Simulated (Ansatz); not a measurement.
# triplet SnH3F: levels of theory compared

Aim: a comparison of 6 runs (UHF/STO-3G, UB3LYP/STO-3G, UHSE06/STO-3G, RPA@PBE/STO-3G, UBCCD(T)/STO-3G, FCI/STO-3G) of triplet SnH3F. 

The results are computed with Ansatz 0.2.0.

64 further runs of the same task are left out: 12 that didn't finish, 52 set aside as unsound or not needed.

### 1 Starting point

SnH3F: 5 atoms, total charge 0, spin state triplet. SMILES of the parent species: `[F][SnH3]`. The shape is that of a PBE0-D4/def2-TZVP optimisation. That shape belongs to the parent species and isn't relaxed for this state.

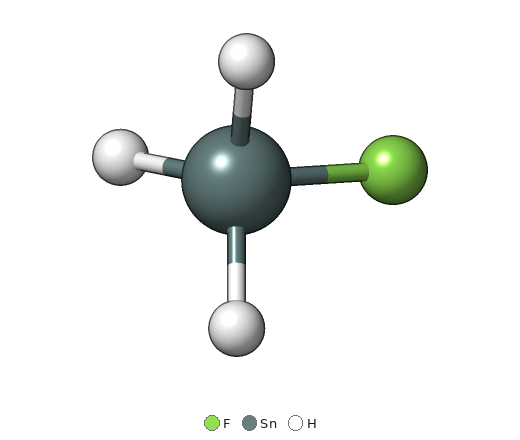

Viewed from a chosen angle; fluorine green, tin teal, hydrogen white.

### 2 The energy at UHF/STO-3G (run 1)

molecule.yaml

```yaml
crystal:
  periodic: [false, false, false]
  atoms:
    - {symbol: F, position_ang: [-1.285000, 0.718300, 1.005000]}
    - {symbol: Sn, position_ang: [0.100400, -0.065900, -0.079000]}
    - {symbol: H, position_ang: [-0.528400, -0.054800, -1.659100]}
    - {symbol: H, position_ang: [0.318900, -1.626500, 0.560600]}
    - {symbol: H, position_ang: [1.444100, 0.955200, 0.131000]}
basis:
  gaussian: {orbitals: STO-3G}
magnetization: {spin_polarized: true, initial_magnetization: 2}
hamiltonian: {xc: hf}
accuracy: high
```

On the command line:

```
ansatz run molecule.yaml --threads 1 --pin off --max-ram 2610MiB --events-out events.jsonl --progress --plain --runs-dir runs
```

Log:

```text
Warning: RAYON_NUM_THREADS=1 ignored (pool sized by the plan → 1); use --threads N
Functional definition: HF
  name "HF"
  exchange = exact_x
  correlation = 0
640 factors; integrals over basis functions are off by at most 4.9e-9 eV
mean field evaluation 1: about -164971.6417 eV, gradient 1.3e1 eV
mean field evaluation 2: about -164971.8787 eV, gradient 1.3e1 eV
mean field evaluation 4: about -164977.1673 eV, gradient 5.8e0 eV
mean field evaluation 8: about -164978.0709 eV, gradient 6.2e-2 eV
mean field evaluation 16: about -164978.0693 eV, gradient 5.7e-3 eV
mean field evaluation 32: about -164978.0693 eV, gradient 8.8e-7 eV
mean field evaluation 64: about -164978.0693 eV, gradient 6.1e-4 eV
mean field evaluation 96: about -164976.8846 eV, gradient 4.5e-1 eV
mean field evaluation 128: about -164976.8921 eV, gradient 7.5e-2 eV
mean field evaluation 160: about -164978.0660 eV, gradient 5.2e-1 eV
mean field evaluation 192: about -164977.8199 eV, gradient 1.0e0 eV
mean field -164978.06926851 eV, -6062.8322194658 hartree, gradient 8.1e-8 eV, S^2 2.009514; 3 other end points of the search recorded, 0 dependent functions left out
reference -164978.06926851 eV, -6062.8322194658 hartree; 32, 30 occupied and 3, 5 virtual orbitals, 640 factors
Total energy: -164978.06926851 eV, -6062.8322194658 hartree
```

Wall time 4.5 s (1 thread of Arm Neoverse V2, shared host); peak memory 0.15 GiB.

### 3 The energy at UB3LYP/STO-3G (run 2)

input.yaml

```yaml
crystal:
  periodic: [false, false, false]
  atoms:
    - {symbol: F, position_ang: [-1.285000, 0.718300, 1.005000]}
    - {symbol: Sn, position_ang: [0.100400, -0.065900, -0.079000]}
    - {symbol: H, position_ang: [-0.528400, -0.054800, -1.659100]}
    - {symbol: H, position_ang: [0.318900, -1.626500, 0.560600]}
    - {symbol: H, position_ang: [1.444100, 0.955200, 0.131000]}
basis:
  gaussian:
    orbitals: STO-3G
hamiltonian:
  xc: {name: B3LYP}
magnetization:
  spin_polarized: true
  initial_magnetization: 2
accuracy: high
```

On the command line:

```
ansatz run input.yaml --threads 1 --pin off --max-ram 2610MiB --events-out events.jsonl --progress --plain --runs-dir runs
```

Log:

```text
Warning: RAYON_NUM_THREADS=1 ignored (pool sized by the plan → 1); use --threads N
Functional definition: B3LYP
  name "B3LYP"
  parameter a0 = 0.2
  parameter ax = 0.72
  parameter ac = 0.81
  exchange = (1 - a0 - ax)*slater_x + ax*b88_x + a0*exact_x
  correlation = (1 - ac)*vwn_rpa_c + ac*lyp_c
640 factors; integrals over basis functions are off by at most 4.9e-9 eV
mean field evaluation 1: about -165043.0477 eV, gradient 4.8e0 eV
mean field evaluation 2: about -165043.3195 eV, gradient 2.5e0 eV
mean field evaluation 4: about -165043.3894 eV, gradient 1.7e-1 eV
mean field evaluation 8: about -165043.3843 eV, gradient 6.5e-3 eV
mean field evaluation 16: about -165043.3843 eV, gradient 5.1e-4 eV
mean field evaluation 32: about -165043.3710 eV, gradient 9.2e-1 eV
mean field evaluation 64: about -165043.3843 eV, gradient 2.0e-5 eV
mean field -165043.38432856 eV, -6065.2325036506 hartree, gradient 2.8e-8 eV, S^2 2.000989; 8 other end points of the search recorded, 0 dependent functions left out
reference -165043.38435361 eV, -6065.2325045713 hartree; 32, 30 occupied and 3, 5 virtual orbitals, 640 factors
Total energy: -165043.38435361 eV, -6065.2325045713 hartree
```

Wall time 39 s (1 thread of Arm Neoverse V2, shared host); peak memory 0.19 GiB.

Runs 3 to 5 aren't shown in full; the table further down has their settings and results.

### 4 A single-point energy at FCI/STO-3G (run 6)

in.yaml

```yaml
crystal:
  periodic: [false, false, false]
  atoms:
    - {symbol: F, position_ang: [-1.285000, 0.718300, 1.005000]}
    - {symbol: Sn, position_ang: [0.100400, -0.065900, -0.079000]}
    - {symbol: H, position_ang: [-0.528400, -0.054800, -1.659100]}
    - {symbol: H, position_ang: [0.318900, -1.626500, 0.560600]}
    - {symbol: H, position_ang: [1.444100, 0.955200, 0.131000]}
basis:
  gaussian: {orbitals: STO-3G}
magnetization: {spin_polarized: true, initial_magnetization: 2}
correlation: {method: fci, frozen_orbitals: {F: 1, H: 0, Sn: 18}}
accuracy: high
```

On the command line:

```
ansatz run in.yaml --threads 1 --pin off --max-ram 2610MiB --events-out events.jsonl --progress --plain --runs-dir runs
```

Log, shortened:

```text
Warning: RAYON_NUM_THREADS=1 ignored (pool sized by the plan → 1); use --threads N
[... 2 set-up lines as earlier in the session ...]
[...]
640 factors; integrals over basis functions are off by at most 4.9e-9 eV
[...]
mean field -164978.06926851 eV, -6062.8322194658 hartree, gradient 6.1e-11 eV, S^2 2.009514; 9 other end points of the search recorded, 0 dependent functions left out
19 core orbitals not correlated: weight in the atoms' cores, before any rotation towards them, 1.000 or more for the frozen orbitals, at most 0.000 for the correlated occupied ones
reference -164978.03231574 eV, -6062.8308614768 hartree; 13, 11 occupied and 3, 5 virtual orbitals, 640 factors
state -164979.57636465 eV, -6062.8876042277 hartree
Total energy: -164979.57636465 eV, -6062.8876042277 hartree
```

It took 28 s on 1 thread of Arm Neoverse V2, shared host; peak memory 0.41 GiB.

### 5 Overview of the runs

```
run            level  frozen core orbitals   energy (Eh)   ⟨S²⟩  wall time
  1       UHF/STO-3G                     –  -6062.832219  2.010      4.5 s
  2    UB3LYP/STO-3G                     –  -6065.232505  2.001       39 s
  3    UHSE06/STO-3G                     –  -6064.893724  2.001       49 s
  4   RPA@PBE/STO-3G                    19  -6062.924018  2.001       14 s
  5  UBCCD(T)/STO-3G                    19  -6062.887325  2.010       15 s
  6       FCI/STO-3G                    19  -6062.887604      –       28 s
```

### 6 Summary of results

| quantity | value |
| --- | --- |
| run 6: total energy | -6062.88760 Eh |
| run 6: correlation energy (19 core orbitals frozen) | -56.7 mEh |

In words: Against full CI in this basis: UHF +55.4 mEh; UBCCD(T) +0.3 mEh. Totals of different functionals can't be ranked against each other. In runs 1, 2, 3, 4, 5, 6 the basis is minimal, so the values are rough. In runs 1, 2, 3, 4, 5, 6 relativity is left out where basis or elements ask for it. All runs together took 2.5 min, the longest 49 s.
